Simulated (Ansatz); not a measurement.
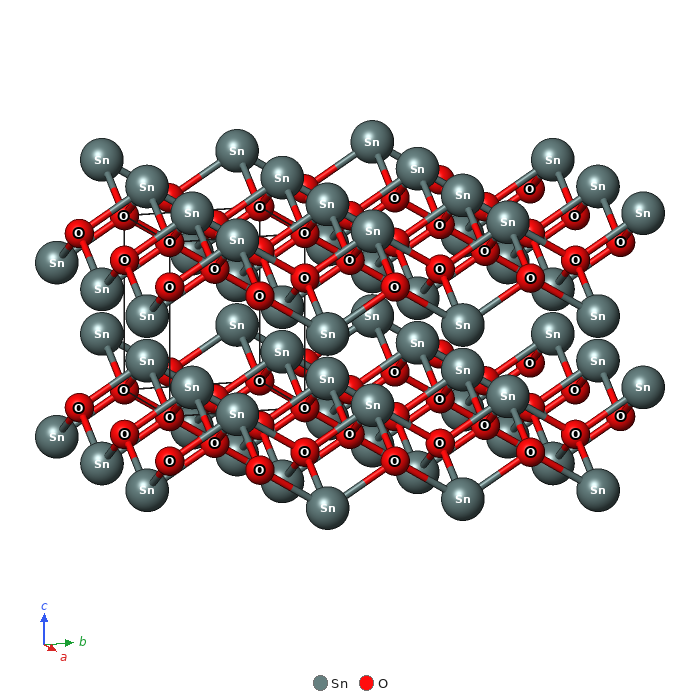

The compound is SnO (space group P4/nmm, No. 129), taken as the end point of a relaxation with DFT PBEsol, scalar-relativistic, plane waves, PAW (Ansatz 0.2.0).

Bonds are taken as O–Sn below 2.5 Å. The graph is simplified in the usual way: terminal and isolated atoms are pruned, two-connected atoms become edges.

Question: What kind of net remains, and which atoms are its nodes?

Answer: A uninodal 4-connected, two-periodic (layers) net: Sn and O are 4-connected nodes.

Question: Does the net have a name?

Answer: It is the sql net, known from the square lattice.

Question: How do the layers lie?

Answer: The layers lie parallel to (001).

Question: Give the first ten terms of the coordination sequence (nodes one, two, three … edges away).

Answer: Sn and O: 4, 8, 12, 16, 20, 24, 28, 32, 36, 40.

The simplified net, drawn on the atoms' positions. Nodes are coloured by element. One layer is drawn. Edges to nodes outside the piece are drawn as stubs.

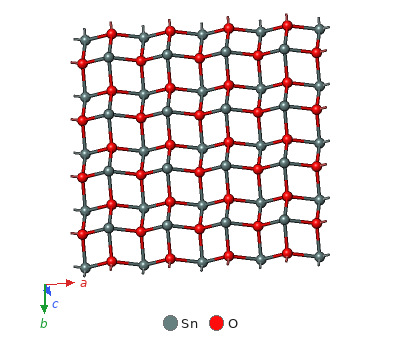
